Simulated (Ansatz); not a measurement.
Base system: SnO2 in the rutile structure (space group P4_2/mnm, No. 136; a = 4.760 Å, c = 3.201 Å). Axes: x, y, z lie along a, b, c of the conventional cell.

Structures relaxed with r2SCAN (Ansatz, an electronic-structure program; PAW; 500 eV plane waves; no spin-orbit coupling).

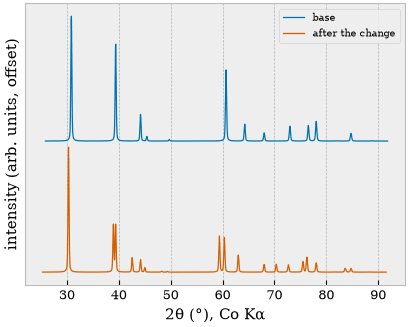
Figure. Simulated powder patterns before (top) and after one change

Q: Which of these changes matches the shifts?
A) uniaxial strain ε_yy = −0.26 %
B) uniaxial stress, 5 GPa compression along z
C) uniaxial strain ε_yy = +3.60 %
D) tensor shear ε_xy = +0.89 %

A: C, uniaxial strain ε_yy = +3.60 %. Its volume per atom is 12.52 Å³ against 12.09 Å³, and its space group is Pnnm (No. 58).

Stability under load was not tested beyond the relaxation.
